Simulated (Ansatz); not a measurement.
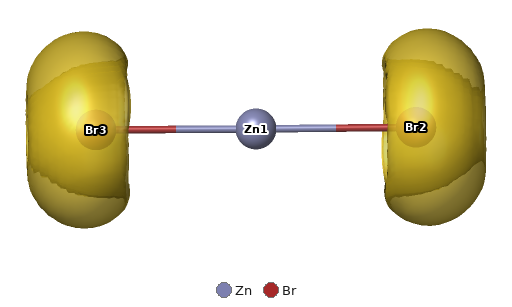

*Br2Zn (ZnBr2). Isosurface of the ELF at 0.8 (yellow), seen from one side. Only the valence region is drawn (cores and ρ < 0.01 e/Å³ removed).*

Geometry: PBE0-D4/def2-TZVP.

Method: RKS PBE0-D4/def2-TZVP (Ansatz).

> What do the ELF domains correspond to?

The surface consists of two rings or bowls of non-bonding electrons around Br. Profiles from the grid: Zn–Br (2.22 Å): the ELF peaks at about 0.70 in the valence shell of Br, 1.0 Å from its nucleus, and is about 0.55 at the midpoint.
